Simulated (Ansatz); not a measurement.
# BBr2Cl (SMILES ClB(Br)Br) at r2SCAN/6-31G(d) (spherical functions)

Aim: the electronic atomisation energy of BBr2Cl at r2SCAN/6-31G* (spherical functions), from 4 runs. 

The results are computed with Ansatz 0.2.0.

51 further runs of the same task are left out: 2 that didn't finish, 49 set aside as unsound or not needed.

## Step 1: The system as given

The species is BBr2Cl (4 atoms), meant as a singlet with charge 0. SMILES: `ClB(Br)Br`. The shape is that of a PBE0-D4/def2-TZVP optimisation.

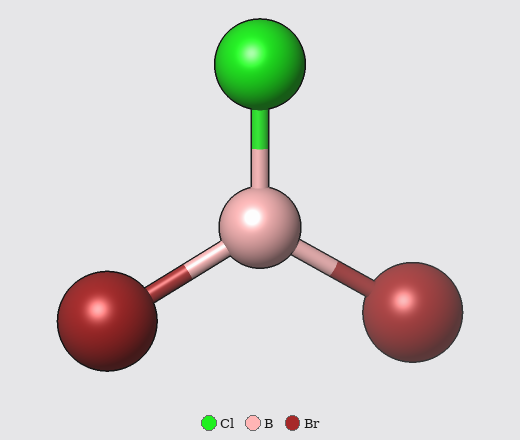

Viewed from a chosen angle; chlorine green, boron pink, bromine red.

## Step 2: The energy at r2SCAN/6-31G(d) (spherical functions)

File job.yaml:

```yaml
crystal:
  periodic: [false, false, false]
  atoms:
    - {symbol: Cl, position_ang: [-0.203300, -1.644940, 0.633550]}
    - {symbol: B, position_ang: [-0.004820, -0.039040, 0.015030]}
    - {symbol: Br, position_ang: [1.283490, 1.123730, 0.785650]}
    - {symbol: Br, position_ang: [-1.075360, 0.560270, -1.434250]}
basis:
  gaussian:
    orbitals: 6-31G_st_-spherical.json
output: {orbitals: {seedname: orbitals}}
hamiltonian:
  xc: {name: r2SCAN}
total_charge: 0
accuracy: high
```

The basis set 6-31G* is read from a file made from the Basis Set Exchange's data (not shown).

The run is started by

```bash
$ ansatz run job.yaml --threads 1 --pin off --max-ram 3480MiB --events-out events.jsonl --progress --plain --runs-dir runs
```

The program printed:

```text
Warning: RAYON_NUM_THREADS=1 ignored (pool sized by the plan → 1); use --threads N
Functional definition: r2SCAN
  name "r2SCAN"
  parameter k0 = 0.174
  parameter k1 = 0.065
  parameter a1 = 4.9479
  exchange = r2scan_x(k0 = k0, k1 = k1, a1 = a1)
  correlation = r2scan_c
1835 factors; integrals over basis functions are off by at most 4.1e-9 eV
mean field evaluation 1: about -153274.6500 eV, gradient 8.7e0 eV
mean field evaluation 2: about -153274.7393 eV, gradient 6.1e0 eV
mean field evaluation 4: about -153274.8433 eV, gradient 8.3e-1 eV
mean field evaluation 8: about -153274.8389 eV, gradient 1.4e-2 eV
mean field evaluation 16: about -153274.8389 eV, gradient 3.6e-7 eV
mean field -153274.83885827 eV, -5632.7464346240 hartree, gradient 8.5e-8 eV, S^2 0.000000; 0 other end points of the search recorded, 0 dependent functions left out
reference -153274.83885879 eV, -5632.7464346434 hartree; 46, 46 occupied and 50, 50 virtual orbitals, 1835 factors
Total energy: -153274.83885879 eV, -5632.7464346434 hartree
```

Wall time 17 s (1 thread of Arm Neoverse V1, shared host); peak memory 0.27 GiB.

## Step 3: The B atom at the same level

File in.yaml:

```yaml
crystal:
  periodic: [false, false, false]
  atoms:
    - {symbol: B, position_ang: [0.000000, 0.000000, 0.000000]}
basis:
  gaussian: {orbitals: 6-31G_st_-spherical.json}
hamiltonian: {xc: r2scan}
accuracy: high
magnetization: {spin_polarized: true, initial_magnetization: 1}
```

The basis set 6-31G* is read from a file made from the Basis Set Exchange's data (not shown).

Run the same way, it converges to -24.62689 Eh (log not shown).

## Step 4: The Br atom, same level

File input.yaml:

```yaml
crystal:
  periodic: [false, false, false]
  atoms:
    - {symbol: Br, position_ang: [0.000000, 0.000000, 0.000000]}
basis:
  gaussian: {orbitals: 6-31G_st_-spherical.json}
accuracy: high
total_charge: 0
magnetization: {spin_polarized: true, initial_magnetization: 1}
hamiltonian: {xc: {name: r2SCAN}}
```

The basis set 6-31G* is read from a file made from the Basis Set Exchange's data (not shown).

The run is started by

```bash
$ ansatz run input.yaml --threads 1 --pin off --max-ram 3480MiB --events-out events.jsonl --progress --plain --runs-dir runs
```

The program printed, shortened:

```text
Warning: RAYON_NUM_THREADS=1 ignored (pool sized by the plan → 1); use --threads N
[... 7 set-up lines as earlier in the session ...]
308 factors; integrals over basis functions are off by at most 4.8e-9 eV
mean field evaluation 1: about -70035.9706 eV, gradient 3.7e0 eV
mean field evaluation 2: about -70036.0337 eV, gradient 1.1e0 eV
mean field evaluation 4: about -70036.0341 eV, gradient 2.0e-1 eV
mean field evaluation 8: about -70036.0342 eV, gradient 1.5e-3 eV
mean field evaluation 16: about -70036.0342 eV, gradient 2.6e-8 eV
mean field evaluation 32: about -70036.0337 eV, gradient 2.3e-1 eV
mean field evaluation 64: about -70036.0342 eV, gradient 5.2e-4 eV
mean field -70036.03420197 eV, -2573.7767847934 hartree, gradient 1.4e-8 eV, S^2 0.752505; 11 other end points of the search recorded, 0 dependent functions left out
reference -70036.03420317 eV, -2573.7767848377 hartree; 18, 17 occupied and 14, 15 virtual orbitals, 308 factors
Total energy: -70036.03420317 eV, -2573.7767848377 hartree
```

It took 13 s on 1 thread of Arm Neoverse V1, shared host; peak memory 0.14 GiB.

## Step 5: The Cl atom at the same level

File run.yaml:

```yaml
crystal:
  periodic: [false, false, false]
  atoms:
    - symbol: Cl
      position_ang: [0.000000, 0.000000, 0.000000]
basis:
  gaussian: {orbitals: 6-31G_st_-spherical.json}
total_charge: 0
magnetization: {spin_polarized: true, initial_magnetization: 1}
hamiltonian: {xc: r2scan}
accuracy: high
```

The basis set 6-31G* is read from a file made from the Basis Set Exchange's data (not shown).

Run the same way, it converges to -460.08464 Eh (log not shown).

## Step 6: Summary of results

Level: r2SCAN/6-31G* (spherical functions).

```
                     quantity           value
       molecule: total energy  -5632.74643 Eh
        molecule: HOMO energy        -7.47 eV
        molecule: LUMO energy        -2.59 eV
      molecule: HOMO–LUMO gap         4.88 eV
         B atom: total energy    -24.62689 Eh
                 B atom: ⟨S²⟩           0.753
        Br atom: total energy  -2573.77678 Eh
                Br atom: ⟨S²⟩           0.753
        Cl atom: total energy   -460.08464 Eh
                Cl atom: ⟨S²⟩           0.753
electronic atomisation energy       13.098 eV
```

**Reading.** Taking the molecule apart into free atoms costs 13.10 eV (302 kcal/mol), before zero-point energy and without spin-orbit coupling.
